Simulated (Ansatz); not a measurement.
# SiNHO (quintet): wave-function methods side by side, cc-pVDZ

How much of the correlation energy of SiNHO (quintet) does each wave-function method recover here?

Computed with Ansatz 0.2.0, Gaussian basis. Level: cc-pVDZ, core rule «outside noble gas», up to 7 orbitals frozen.

The runs, in order: UHF; CCSD(T) on ROHF; CCSD(T) on UHF; BCCD(T) on ROHF; CISD as a restricted active space (open shells left free, so some higher excitations enter); CCSDT(Q) on ROHF; CCSDT(Q) on UHF.

31 further runs of the same task are left out: 4 for a known fault of the program, 8 that didn't finish, 19 set aside as unsound or not needed. Runs told in other sessions of the task aren't counted.

**1. The geometry**

The geometry is a PBE0/def2-TZVP stationary point (not a proven minimum) of the parent state, kept for this charge and spin.

4 atoms, charge 0, spin multiplicity 5.

Atoms are counted from 1 here; the program's logs count them from 0.

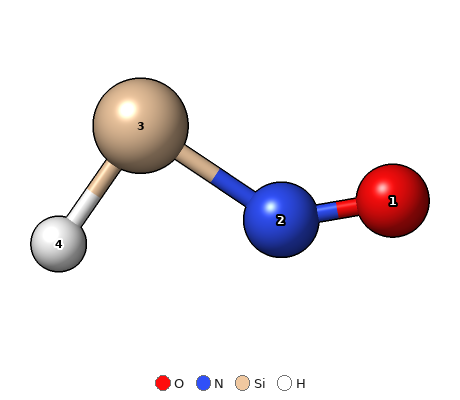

The structure; oxygen red, nitrogen blue, silicon light orange, hydrogen white; atoms are numbered from 1 in the order of the file.

Coordinates:

```xyz
4
HNOSi
O     0.00000   -0.14430    1.62408
N     0.00000    0.38087    0.55557
Si    0.00000   -0.15398   -1.14407
H     0.00000    1.28839   -1.62133
```

In the tables R marks a restricted open-shell determinant and U an unrestricted one; energies count from the table's Hartree-Fock row.

**2. UHF**

Input file in.yaml:

```yaml
crystal:
  periodic: [false, false, false]
  atoms:
    - {symbol: O, position_ang: [0.000000, -0.144299, 1.624079]}
    - {symbol: N, position_ang: [0.000000, 0.380867, 0.555568]}
    - {symbol: Si, position_ang: [0.000000, -0.153981, -1.144069]}
    - {symbol: H, position_ang: [0.000000, 1.288393, -1.621334]}
basis:
  gaussian: {orbitals: cc-pVDZ}
magnetization: {spin_polarized: true, initial_magnetization: 4}
hamiltonian: {xc: hf}
output: {orbitals: {seedname: orbitals}}
```

On the command line:

```console
ansatz run in.yaml --threads 1 --pin off --events-out ev --progress --plain --max-ram 2393MiB
```

What it wrote:

```text
Functional definition: HF
  name "HF"
  cite "Fock, Z. Phys. 61, 126 (1930) doi:10.1007/BF01340294"
  parent pbe
  exchange = exact_x
  correlation = 0
494 factors; integrals over basis functions are off by at most 1.0e-3 eV
mean field evaluation 1: about -11390.5301 eV, gradient 1.3e1 eV
mean field evaluation 2: about -11390.6531 eV, gradient 1.3e1 eV
mean field evaluation 4: about -11392.0459 eV, gradient 1.8e0 eV
mean field evaluation 8: about -11392.1259 eV, gradient 3.5e-1 eV
mean field evaluation 16: about -11392.1320 eV, gradient 2.3e-5 eV
mean field -11392.13201483 eV, -418.6531296806 hartree, gradient 2.3e-5 eV, S^2 6.033899; 0 other end points of the search recorded, 0 dependent functions left out
reference -11392.13201483 eV, -418.6531296806 hartree; 17, 13 occupied and 34, 38 virtual orbitals, 494 factors
Total energy: -11392.13201483 eV, -418.6531296806 hartree
```

It took 0.39 s on 1 thread of Arm Neoverse V2, shared host.

From the report: ⟨S²⟩ of the determinant 6.034 (pure quintet: 6.00).

**3. CCSD(T) on ROHF**

Changes to in.yaml since step 2:

```diff
@@ -9,4 +9,3 @@
   gaussian: {orbitals: cc-pVDZ}
-magnetization: {spin_polarized: true, initial_magnetization: 4}
-hamiltonian: {xc: hf}
-output: {orbitals: {seedname: orbitals}}
+magnetization: {spin_polarized: false, initial_magnetization: 4}
+correlation: {method: ccsd_t, electrons: outside_noble_gas}
```

Same command.

What it wrote (excerpt; [...] marks lines left out):

```text
Functional definition: HF
  name "HF"
  cite "Fock, Z. Phys. 61, 126 (1930) doi:10.1007/BF01340294"
  parent pbe
[...]
494 factors; integrals over basis functions are off by at most 1.0e-3 eV
[...]
mean field -11391.66362141 eV, -418.6359165400 hartree, gradient 9.7e-6 eV, S^2 6.000000; 5 other end points of the search recorded, 0 dependent functions left out
determinant -11391.66362141 eV, -418.6359165400 hartree, with singles and doubles -11402.73548757 eV, -419.0428001167 hartree
determinant -11388.70068622 eV, -418.5270306801 hartree, with singles and doubles -11400.15538025 eV, -418.9479829215 hartree
7 core orbitals not correlated: weight in the atoms' cores, before any rotation towards them, 1.000 or more for the frozen orbitals, at most 0.000 for the correlated occupied ones
reference -11391.66362141 eV, -418.6359165400 hartree; 10, 6 occupied and 34, 38 virtual orbitals, 494 factors
second order -10.36109275 eV of doubles, -0.28701375 eV of singles
cycle   1  -11.07218823 eV  change   -3.2e-4 eV  update   1.9e-3
[...]
cycle   8  -11.07317055 eV  change    1.3e-5 eV  update   9.7e-6
perturbative correction -0.34180216 eV, -0.0125609975 hartree
Total energy: -11403.07859412 eV, -419.0554090497 hartree
```

It took 3.4 s on 1 thread of Arm Neoverse V2, shared host.

From the report: correlation -11.4150 eV; T1 0.028; largest double amplitude 0.04.

**4. CCSD(T) on UHF**

Changes to in.yaml since step 3:

```diff
@@ -9,3 +9,3 @@
   gaussian: {orbitals: cc-pVDZ}
-magnetization: {spin_polarized: false, initial_magnetization: 4}
+magnetization: {spin_polarized: true, initial_magnetization: 4}
 correlation: {method: ccsd_t, electrons: outside_noble_gas}
```

Launched as before.

What it wrote (excerpt; [...] marks lines left out):

```text
Functional definition: HF
  name "HF"
  cite "Fock, Z. Phys. 61, 126 (1930) doi:10.1007/BF01340294"
  parent pbe
[...]
494 factors; integrals over basis functions are off by at most 1.0e-3 eV
[...]
mean field -11392.13201483 eV, -418.6531296806 hartree, gradient 3.3e-6 eV, S^2 6.033899; 1 other end points of the search recorded, 0 dependent functions left out
determinant -11392.13201483 eV, -418.6531296806 hartree, with singles and doubles -11402.75875259 eV, -419.0436550903 hartree
determinant -11389.13434413 eV, -418.5429673143 hartree, with singles and doubles -11400.17749303 eV, -418.9487955511 hartree
7 core orbitals not correlated: weight in the atoms' cores, before any rotation towards them, 1.000 or more for the frozen orbitals, at most 0.000 for the correlated occupied ones
reference -11392.13201483 eV, -418.6531296806 hartree; 10, 6 occupied and 34, 38 virtual orbitals, 494 factors
second order -9.95863411 eV of doubles, -0.00000000 eV of singles
cycle   1  -10.62722817 eV  change   -4.9e-4 eV  update   1.8e-3
[...]
cycle   8  -10.62826699 eV  change    1.5e-5 eV  update   9.3e-6
perturbative correction -0.31876088 eV, -0.0117142462 hartree
Total energy: -11403.07904270 eV, -419.0554255346 hartree
```

Run time: 3.2 s. Hardware: 1 thread of Arm Neoverse V2, shared host.

From the report: ⟨S²⟩ of the determinant 6.034 (pure quintet: 6.00); correlation -10.9470 eV; T1 0.022; largest double amplitude 0.04.

**5. BCCD(T) on ROHF**

Changes to in.yaml since step 4:

```diff
@@ -9,3 +9,3 @@
   gaussian: {orbitals: cc-pVDZ}
-magnetization: {spin_polarized: true, initial_magnetization: 4}
-correlation: {method: ccsd_t, electrons: outside_noble_gas}
+magnetization: {spin_polarized: false, initial_magnetization: 4}
+correlation: {method: bccd_t, electrons: outside_noble_gas}
```

Launched as before.

What it wrote (excerpt; [...] marks lines left out):

```text
Functional definition: HF
  name "HF"
  cite "Fock, Z. Phys. 61, 126 (1930) doi:10.1007/BF01340294"
  parent pbe
[...]
494 factors; integrals over basis functions are off by at most 1.0e-3 eV
[...]
mean field -11391.66362141 eV, -418.6359165400 hartree, gradient 9.7e-6 eV, S^2 6.000000; 5 other end points of the search recorded, 0 dependent functions left out
determinant -11391.66362141 eV, -418.6359165400 hartree, with singles and doubles -11402.73548757 eV, -419.0428001167 hartree
determinant -11388.70068622 eV, -418.5270306801 hartree, with singles and doubles -11400.15538025 eV, -418.9479829215 hartree
7 core orbitals not correlated: weight in the atoms' cores, before any rotation towards them, 1.000 or more for the frozen orbitals, at most 0.000 for the correlated occupied ones
reference -11391.66362141 eV, -418.6359165400 hartree; 10, 6 occupied and 34, 38 virtual orbitals, 494 factors
second order -10.36109275 eV of doubles, -0.28701375 eV of singles
cycle   1  -11.06770908 eV  change    4.2e-3 eV  update   1.2e-2
[...]
cycle   9  -11.06766086 eV  change   -9.2e-6 eV  update   1.8e-5
perturbative correction -0.34739281 eV, -0.0127664502 hartree
Total energy: -11403.07867508 eV, -419.0554120249 hartree
```

Wall time 3.7 s (1 thread of Arm Neoverse V2, shared host).

From the report: correlation -11.4151 eV; largest double amplitude 0.04.

**6. CISD as a restricted active space (open shells left free, so some higher excitations enter)**

Changes to in.yaml since step 5:

```diff
@@ -10,2 +10,2 @@
 magnetization: {spin_polarized: false, initial_magnetization: 4}
-correlation: {method: bccd_t, electrons: outside_noble_gas}
+correlation: {active_space: {ras: {orbitals: [6, 4, 34], electrons: 16, max_holes: 2, max_particles: 2}, fixed_orbitals: true}}
```

The command is unchanged.

What it wrote:

```text
Functional definition: HF
  name "HF"
  cite "Fock, Z. Phys. 61, 126 (1930) doi:10.1007/BF01340294"
  parent pbe
  exchange = exact_x
  correlation = 0
494 factors; integrals over basis functions are off by at most 1.0e-3 eV
mean field evaluation 1: about -11390.1545 eV, gradient 1.6e1 eV
mean field evaluation 2: about -11390.2641 eV, gradient 1.6e1 eV
mean field evaluation 4: about -11391.5108 eV, gradient 5.4e0 eV
mean field evaluation 8: about -11391.6542 eV, gradient 4.6e-1 eV
mean field evaluation 16: about -11391.6636 eV, gradient 9.7e-6 eV
mean field evaluation 32: about -11391.5996 eV, gradient 1.0e0 eV
mean field -11391.66362141 eV, -418.6359165400 hartree, gradient 9.7e-6 eV, S^2 6.000000; 4 other end points of the search recorded, 0 dependent functions left out
reference -11391.66362141 eV, -418.6359165400 hartree; 17, 13 occupied and 34, 38 virtual orbitals, 494 factors
state -11401.71636859 eV, -419.0053481847 hartree
Total energy: -11401.71636859 eV, -419.0053481847 hartree
```

Run time: 26 s. Hardware: 1 thread of Arm Neoverse V2, shared host.

From the report: 557,963 determinants.

**7. CCSDT(Q) on ROHF**

Changes to in.yaml since step 6:

```diff
@@ -10,2 +10,2 @@
 magnetization: {spin_polarized: false, initial_magnetization: 4}
-correlation: {active_space: {ras: {orbitals: [6, 4, 34], electrons: 16, max_holes: 2, max_particles: 2}, fixed_orbitals: true}}
+correlation: {method: ccsdt_q, electrons: outside_noble_gas}
```

Launched as before.

What it wrote (excerpt; [...] marks lines left out):

```text
Functional definition: HF
  name "HF"
  cite "Fock, Z. Phys. 61, 126 (1930) doi:10.1007/BF01340294"
  parent pbe
[...]
945 factors; integrals over basis functions are off by at most 2.0e-7 eV
[...]
mean field -11391.66378689 eV, -418.6359226211 hartree, gradient 9.7e-6 eV, S^2 6.000000; 5 other end points of the search recorded, 0 dependent functions left out
determinant -11391.66378689 eV, -418.6359226211 hartree, with singles and doubles -11402.73563993 eV, -419.0428057157 hartree
determinant -11388.70089536 eV, -418.5270383658 hartree, with singles and doubles -11400.15557219 eV, -418.9479899748 hartree
7 core orbitals not correlated: weight in the atoms' cores, before any rotation towards them, 1.000 or more for the frozen orbitals, at most 0.000 for the correlated occupied ones
reference -11391.66378689 eV, -418.6359226211 hartree; 10, 6 occupied and 34, 38 virtual orbitals, 945 factors
second order -10.36110818 eV of doubles, -0.28701065 eV of singles
cycle   1  -10.59475788 eV  change    6.1e-2 eV  update   1.0e-1
[...]
cycle  19  -11.43529232 eV  change   -2.2e-7 eV  update   7.5e-7
perturbative correction -0.04193499 eV, -0.0015410825 hartree
Total energy: -11403.14101420 eV, -419.0577029451 hartree
```

Run time: 3.8 min. Hardware: 1 thread of Arm Neoverse V2, shared host; peak memory 1.2 GiB.

From the report: correlation -11.4772 eV; T1 0.028; largest double amplitude 0.05.

**8. CCSDT(Q) on UHF**

Changes to in.yaml since step 7:

```diff
@@ -9,3 +9,3 @@
   gaussian: {orbitals: cc-pVDZ}
-magnetization: {spin_polarized: false, initial_magnetization: 4}
+magnetization: {spin_polarized: true, initial_magnetization: 4}
 correlation: {method: ccsdt_q, electrons: outside_noble_gas}
```

Same command.

What it wrote (excerpt; [...] marks lines left out):

```text
Functional definition: HF
  name "HF"
  cite "Fock, Z. Phys. 61, 126 (1930) doi:10.1007/BF01340294"
  parent pbe
[...]
945 factors; integrals over basis functions are off by at most 2.0e-7 eV
[...]
mean field -11392.13217593 eV, -418.6531356008 hartree, gradient 3.7e-6 eV, S^2 6.033899; 1 other end points of the search recorded, 0 dependent functions left out
determinant -11392.13217593 eV, -418.6531356008 hartree, with singles and doubles -11402.75890455 eV, -419.0436606745 hartree
determinant -11389.13454406 eV, -418.5429746616 hartree, with singles and doubles -11400.17768517 eV, -418.9488026121 hartree
7 core orbitals not correlated: weight in the atoms' cores, before any rotation towards them, 1.000 or more for the frozen orbitals, at most 0.000 for the correlated occupied ones
reference -11392.13217593 eV, -418.6531356008 hartree; 10, 6 occupied and 34, 38 virtual orbitals, 945 factors
second order -9.95864907 eV of doubles, -0.00000000 eV of singles
cycle   1  -10.16270229 eV  change   -2.0e-1 eV  update   9.7e-2
[...]
cycle  18  -10.97061567 eV  change    2.0e-6 eV  update   1.4e-6
perturbative correction -0.04005141 eV, -0.0014718621 hartree
Total energy: -11403.14284301 eV, -419.0577701528 hartree
```

Run time: 79 s. Hardware: 1 thread of Arm Neoverse V2, shared host; peak memory 0.88 GiB.

From the report: ⟨S²⟩ of the determinant 6.034 (pure quintet: 6.00); correlation -11.0107 eV; T1 0.022; largest double amplitude 0.05.

**9. Misses and costs**

The yardstick is UCCSDT(Q), where the cluster series has nearly closed. Rows without a time are mean-field rows or come out of runs for another level: lower rungs of the coupled-cluster runs, or the Hartree-Fock search.

Differences are taken before rounding.

```tsv
method	energy from the lowest ROHF (meV)	from UCCSDT(Q) (meV)	time
ROHF	0.0	+11479.2	
UHF	-468.4	+11010.8	
RMP2	-10648.1	+831.1	
UMP2	-10427.0	+1052.2	
CISD	-10052.7	+1426.5	26 s
RCCSD	-11073.2	+406.1	
UCCSD	-11096.7	+382.6	
RCCSD(T)	-11415.0	+64.2	3.4 s
UCCSD(T)	-11415.4	+63.8	3.2 s
BCCD(T)	-11415.1	+64.2	3.7 s
RCCSDT	-11435.5	+43.8	
UCCSDT	-11439.2	+40.1	
RCCSDT(Q)	-11477.4	+1.8	3.8 min
UCCSDT(Q)	-11479.2	0	79 s
```

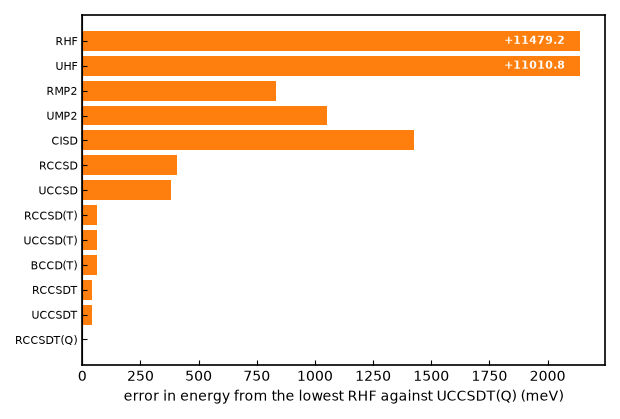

How far each level lands from UCCSDT(Q). Bars with a number in them are cut short.

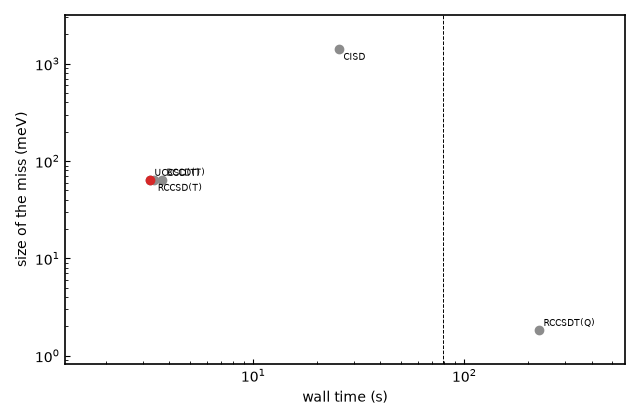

Accuracy for the time spent; red marks the levels that beat every quicker one drawn (of those quicker than the yardstick), and the dashed line is the time of UCCSDT(Q). Times are from a shared host.

**10. Outcome**

| quantity | value |
| --- | --- |
| UCCSDT(Q) from the ROHF energy | -11.4792 eV |
| RMP2 from UCCSDT(Q) | +831.1 meV |
| UMP2 from UCCSDT(Q) | +1052.2 meV |
| RCCSD from UCCSDT(Q) | +406.1 meV |
| RCCSD(T) from UCCSDT(Q) | +64.2 meV |
| UCCSD(T) from UCCSDT(Q) | +63.8 meV |
| RCCSDT(Q) from UCCSDT(Q) | +1.8 meV |
| levels within 1 kcal/mol (43 meV) | UCCSDT, RCCSDT(Q) |
| T1 diagnostic | 0.028 |

**Reading.** RCCSD(T) lands +64.2 meV from the yardstick (0.6 % of the correlation energy). These misses are within one basis, not against nature; the frozen cores of restricted and unrestricted runs differ, which can shift their rows.

With open shells the CI space here admits some higher excitations, so it is larger than plain CISD.

For cost: UCCSD(T) gets within 63.8 meV in 3.2 s, where UCCSDT(Q) took 79 s.
